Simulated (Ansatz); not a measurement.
# Geometry relaxation, with input and output: CH8GeSi2 (part 1 of 2)

System: CH8GeSi2, SMILES [SiH3][CH]1[SiH2][GeH2]1.
Method: RHF/def2-SVPD (Ansatz 0.2.0).

Figures and captions count atoms from 1; the log counts them from 0 in places.

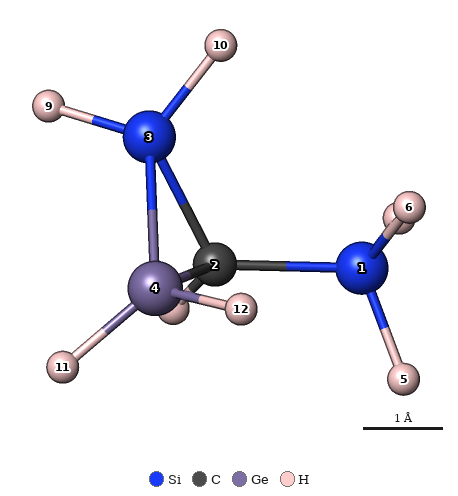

*The structure as given in the input (ball-and-stick view, seen at a tilt; atoms are numbered from 1 in the order of the input). Sticks mark near contacts.*

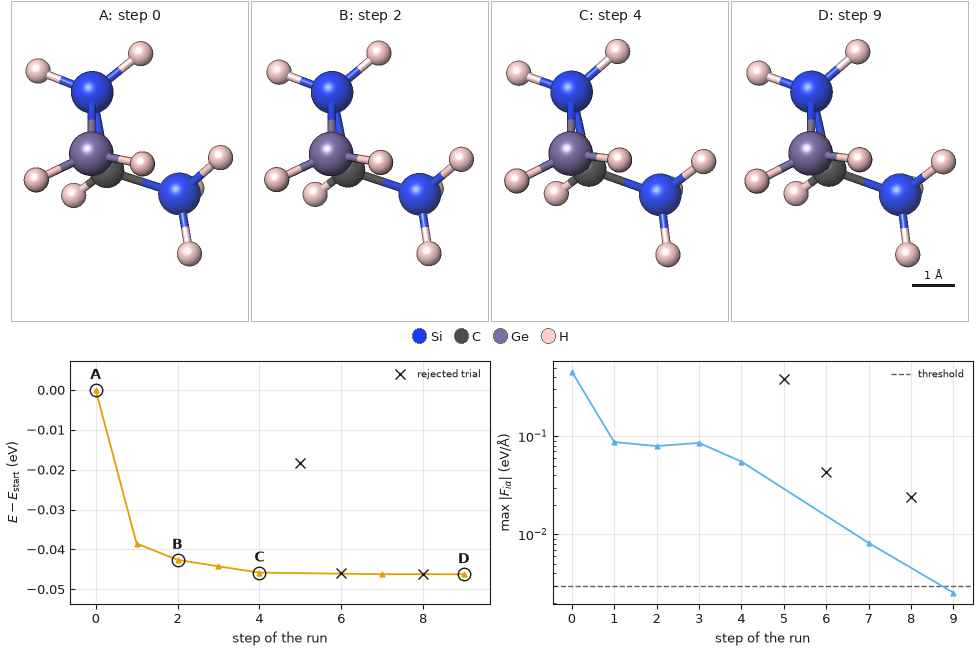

*Frames of the relaxation (ball-and-stick view, seen at a tilt) above the curves, on which the letters mark them (the first geometry is step 0 here and step 1 in the log).*

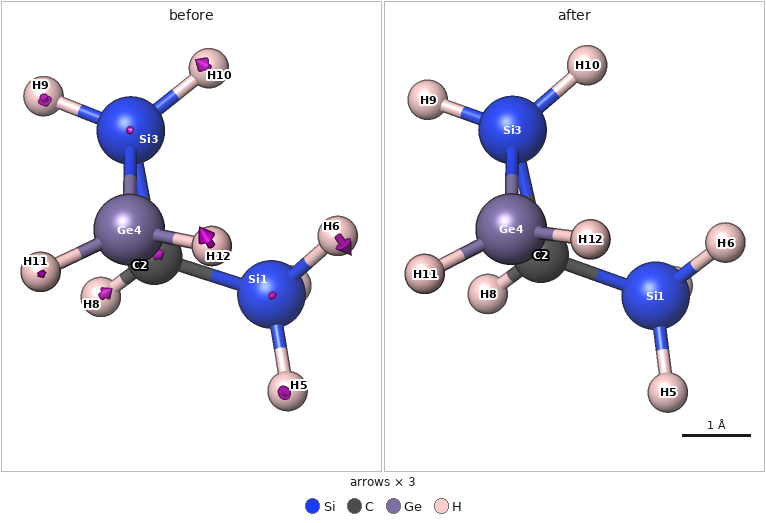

*Before (left) and after (right) the relaxation, at one scale (ball-and-stick view, seen at a tilt). The pink arrows give the displacements, magnified 3 times.*

Over 9 geometry steps the energy falls by 0.046 eV. The largest force component goes from 0.46 to 0.0025 eV/Å. The line search rejected the trial steps at points 5, 6, 8 (counted from 0) and went back. The largest moves after the best rigid fit, 0.13 Å, are those of H6 and H12. Largest moves by element: H 0.13 Å, C 0.07 Å, Si 0.03 Å, Ge 0.02 Å. Among the contacts that change: Si3–H10 1.498 → 1.476 Å, Si1–H5 1.506 → 1.486 Å, Ge4–H11 1.541 → 1.525 Å, Ge4–H12 1.541 → 1.525 Å. Among the angles that change: Si1–C2–Si3 118.7° → 122.5°, Si1–C2–Ge4 116.4° → 120.0°, Si3–C2–H8 115.8° → 113.4°. (Atoms are counted from 1 in the order of the input.)

The input and output of the run follow.

## Input file
```yaml
crystal:
  periodic: [false, false, false]
  atoms:
    - { symbol: Si, position_ang: [-1.35878, 1.119248, 0.037194] }
    - { symbol: C, position_ang: [-0.438957, -0.509838, 0.00873] }
    - { symbol: Si, position_ang: [1.06947, -0.732071, 1.1559] }
    - { symbol: Ge, position_ang: [1.237655, -0.584751, -1.150286] }
    - { symbol: H, position_ang: [-2.146104, 1.335254, -1.227768] }
    - { symbol: H, position_ang: [-0.356747, 2.237361, 0.161306] }
    - { symbol: H, position_ang: [-2.304758, 1.21361, 1.207276] }
    - { symbol: H, position_ang: [-1.098598, -1.391437, -0.096596] }
    - { symbol: H, position_ang: [1.226939, -2.060658, 1.829859] }
    - { symbol: H, position_ang: [1.42074, 0.427539, 2.037212] }
    - { symbol: H, position_ang: [1.308903, -1.845304, -2.034315] }
    - { symbol: H, position_ang: [1.517338, 0.735846, -1.894512] }
basis:
  gaussian: { orbitals: def2-SVPD }
hamiltonian:
  xc: hf
output:
  forces: true
relax:
  f_tol: 0.003
  max_steps: 120
```

Command:
```bash
ansatz run input.yaml --threads 1 --pin off --max-ram 2560MiB --backend cpu --events-out ev --progress --plain --runs-dir out
```

## Log
```
The last accepted step is kept in [file] (removed where the run ends without a failure and the disk answers)
Engine: ansatz 0.2.0, x86_64-unknown-linux-gnu
Functional definition: HF
  exchange = exact_x
  correlation = 0
1745 factors; integrals over basis functions are off by at most 3.9e-4 eV
mean field evaluation 1: about -73338.7503 eV, gradient 2.6e1 eV
mean field evaluation 2: about -73338.7611 eV, gradient 2.6e1 eV
mean field evaluation 4: about -73341.1646 eV, gradient 3.8e0 eV
mean field evaluation 8: about -73341.2260 eV, gradient 1.1e-1 eV
mean field -73341.22608199 eV, -2695.2403460447 hartree, gradient 2.2e-5 eV, S^2 0.000000; 0 other end points of the search recorded, 0 dependent functions left out
the calculation of the forces begins
reference -73341.22608199 eV, -2695.2403460447 hartree; 37, 37 occupied and 133, 133 virtual orbitals, 1745 factors
relax step   1: F+E_penalty+E_count = -73341.22608199 eV  Δ(F+E_penalty+E_count) = +0.000e0 eV  max|allowed force component| = 4.565e-1 eV/Å  Δτ_max = 0.0000 Å  (33 SCF iters, accepted)
these checks for a lower state are left out or cut short: starts, cluster_reference, orbital_swaps, neighbouring_geometries, increment
1745 factors; integrals over basis functions are off by at most 3.6e-4 eV
mean field evaluation 16: about -73341.2646 eV, gradient 6.4e-5 eV
mean field -73341.26461694 eV, -2695.2417621780 hartree, gradient 1.8e-5 eV, S^2 0.000000; 0 other end points of the search recorded, 0 dependent functions left out
the calculation of the forces begins
reference -73341.26461694 eV, -2695.2417621780 hartree; 37, 37 occupied and 133, 133 virtual orbitals, 1745 factors
relax step   2: F+E_penalty+E_count = -73341.26461694 eV  Δ(F+E_penalty+E_count) = -3.853e-2 eV  max|allowed force component| = 8.730e-2 eV/Å  Δτ_max = 0.0538 Å  (33 SCF iters, accepted)
these checks for a lower state are left out or cut short: starts, cluster_reference, orbital_swaps, neighbouring_geometries, increment
1745 factors; integrals over basis functions are off by at most 3.6e-4 eV
mean field -73341.26870056 eV, -2695.2419122481 hartree, gradient 8.7e-6 eV, S^2 0.000000; 0 other end points of the search recorded, 0 dependent functions left out
the calculation of the forces begins
reference -73341.26870056 eV, -2695.2419122481 hartree; 37, 37 occupied and 133, 133 virtual orbitals, 1745 factors
relax step   3: F+E_penalty+E_count = -73341.26870056 eV  Δ(F+E_penalty+E_count) = -4.084e-3 eV  max|allowed force component| = 7.941e-2 eV/Å  Δτ_max = 0.0227 Å  (32 SCF iters, accepted)
these checks for a lower state are left out or cut short: starts, cluster_reference, orbital_swaps, neighbouring_geometries, increment
1745 factors; integrals over basis functions are off by at most 3.6e-4 eV
mean field evaluation 32: about -73341.2703 eV, gradient 8.8e-6 eV
mean field -73341.27032666 eV, -2695.2419720064 hartree, gradient 8.7e-6 eV, S^2 0.000000; 0 other end points of the search recorded, 0 dependent functions left out
the calculation of the forces begins
reference -73341.27032666 eV, -2695.2419720064 hartree; 37, 37 occupied and 133, 133 virtual orbitals, 1745 factors
relax step   4: F+E_penalty+E_count = -73341.27032666 eV  Δ(F+E_penalty+E_count) = -1.626e-3 eV  max|allowed force component| = 8.561e-2 eV/Å  Δτ_max = 0.0225 Å  (32 SCF iters, accepted)
these checks for a lower state are left out or cut short: starts, cluster_reference, orbital_swaps, neighbouring_geometries, increment
1745 factors; integrals over basis functions are off by at most 3.6e-4 eV
mean field -73341.27189678 eV, -2695.2420297072 hartree, gradient 2.7e-5 eV, S^2 0.000000; 0 other end points of the search recorded, 0 dependent functions left out
the calculation of the forces begins
reference -73341.27189678 eV, -2695.2420297072 hartree; 37, 37 occupied and 133, 133 virtual orbitals, 1745 factors
relax step   5: F+E_penalty+E_count = -73341.27189678 eV  Δ(F+E_penalty+E_count) = -1.570e-3 eV  max|allowed force component| = 5.521e-2 eV/Å  Δτ_max = 0.0571 Å  (32 SCF iters, accepted)
these checks for a lower state are left out or cut short: starts, cluster_reference, orbital_swaps, neighbouring_geometries, increment
1745 factors; integrals over basis functions are off by at most 3.5e-4 eV
mean field -73341.24439500 eV, -2695.2410190354 hartree, gradient 8.1e-6 eV, S^2 0.000000; 0 other end points of the search recorded, 0 dependent functions left out
the calculation of the forces begins
reference -73341.24439500 eV, -2695.2410190354 hartree; 37, 37 occupied and 133, 133 virtual orbitals, 1745 factors
relax step   6: F+E_penalty+E_count = -73341.24439500 eV  Δ(F+E_penalty+E_count) = +2.750e-2 eV  max|allowed force component| = 3.866e-1 eV/Å  Δτ_max = 0.0692 Å  (31 SCF iters, rejected (line search))
these checks for a lower state are left out or cut short: starts, cluster_reference, orbital_swaps, neighbouring_geometries, increment
1745 factors; integrals over basis functions are off by at most 3.6e-4 eV
mean field -73341.27186784 eV, -2695.2420286435 hartree, gradient 9.3e-6 eV, S^2 0.000000; 0 other end points of the search recorded, 0 dependent functions left out
the calculation of the forces begins
reference -73341.27186784 eV, -2695.2420286435 hartree; 37, 37 occupied and 133, 133 virtual orbitals, 1745 factors
relax step   7: F+E_penalty+E_count = -73341.27186784 eV  Δ(F+E_penalty+E_count) = +2.894e-5 eV  max|allowed force component| = 4.272e-2 eV/Å  Δτ_max = 0.0346 Å  (31 SCF iters, rejected (line search))
these checks for a lower state are left out or cut short: starts, cluster_reference, orbital_swaps, neighbouring_geometries, increment
1745 factors; integrals over basis functions are off by at most 3.6e-4 eV
mean field -73341.27229439 eV, -2695.2420443189 hartree, gradient 8.0e-6 eV, S^2 0.000000; 0 other end points of the search recorded, 0 dependent functions left out
the calculation of the forces begins
reference -73341.27229439 eV, -2695.2420443189 hartree; 37, 37 occupied and 133, 133 virtual orbitals, 1745 factors
relax step   8: F+E_penalty+E_count = -73341.27229439 eV  Δ(F+E_penalty+E_count) = -3.976e-4 eV  max|allowed force component| = 8.174e-3 eV/Å  Δτ_max = 0.0100 Å  (33 SCF iters, accepted)
these checks for a lower state are left out or cut short: starts, cluster_reference, orbital_swaps, neighbouring_geometries, increment
1745 factors; integrals over basis functions are off by at most 3.6e-4 eV
mean field evaluation 64: about -73341.2723 eV, gradient 7.7e-5 eV
mean field -73341.27229131 eV, -2695.2420442059 hartree, gradient 8.1e-5 eV, S^2 0.000000; 0 other end points of the search recorded, 0 dependent functions left out
the calculation of the forces begins
reference -73341.27229131 eV, -2695.2420442059 hartree; 37, 37 occupied and 133, 133 virtual orbitals, 1745 factors
relax step   9: F+E_penalty+E_count = -73341.27229131 eV  Δ(F+E_penalty+E_count) = +3.074e-6 eV  max|allowed force component| = 2.425e-2 eV/Å  Δτ_max = 0.0028 Å  (22 SCF iters, rejected (line search))
these checks for a lower state are left out or cut short: starts, cluster_reference, orbital_swaps, neighbouring_geometries, increment
1745 factors; integrals over basis functions are off by at most 3.6e-4 eV
mean field -73341.27230329 eV, -2695.2420446462 hartree, gradient 2.3e-5 eV, S^2 0.000000; 0 other end points of the search recorded, 0 dependent functions left out
the calculation of the forces begins
reference -73341.27230329 eV, -2695.2420446462 hartree; 37, 37 occupied and 133, 133 virtual orbitals, 1745 factors
```
